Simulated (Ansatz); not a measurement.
Input

```
crystal:
  periodic: [false, false, false]
  atoms:
    - { symbol: Si, position_ang: [-0.099748, -0.214677, -1.081692] }
    - { symbol: H, position_ang: [1.036728, -0.164983, 1.328023] }
    - { symbol: H, position_ang: [1.426631, 0.355828, 1.0275] }
    - { symbol: O, position_ang: [-0.823645, 1.266331, -0.836081] }
    - { symbol: H, position_ang: [-1.571388, 1.283842, -0.218076] }
    - { symbol: O, position_ang: [-1.078975, -1.138288, -0.057094] }
    - { symbol: H, position_ang: [-0.885103, -2.084453, -0.02398] }
basis:
  gaussian: { orbitals: def2-SVP }
hamiltonian:
  xc: b3lyp
  dispersion: d4
relax:
  f_tol: 0.03
  max_steps: 50
output:
  orbitals: {}
```

Run with:

```sh
ansatz run input.yaml --threads 1 --pin off --max-ram 2048MiB --backend cpu --events-out ev --progress --plain --runs-dir out
```

The fields are those of the run's last geometry, not of the input's.

Computed with RKS B3LYP-D4/def2-SVP (Ansatz).

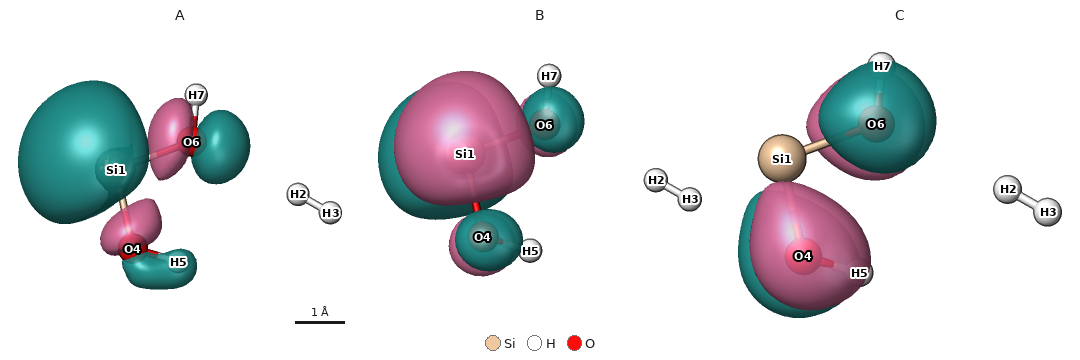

H$_{2}$O$_{2}$Si···H$_{2}$. Three frontier orbitals at ±0.1 Å⁻³ᐟ² (teal and pink are the two phases), in no order.

Which picture is the HOMO−1, the HOMO and the LUMO?

C is the HOMO−1 (−8.92 eV). By Hirshfeld shares it lies mainly on O4 (about 50 %) and O6 (about 35 %); largely a combination of lone pairs on O4 and O6. A is the HOMO (−6.92 eV). By Hirshfeld shares it lies mainly on Si1 (about 75 %), O6 (about 15 %) and O4 (about 5 %). B is the LUMO (−1.20 eV). By Hirshfeld shares it lies mainly on Si1 (about 80 %), O4 (about 10 %) and O6 (about 10 %).

What is the HOMO–LUMO gap?

5.72 eV between the orbital energies.
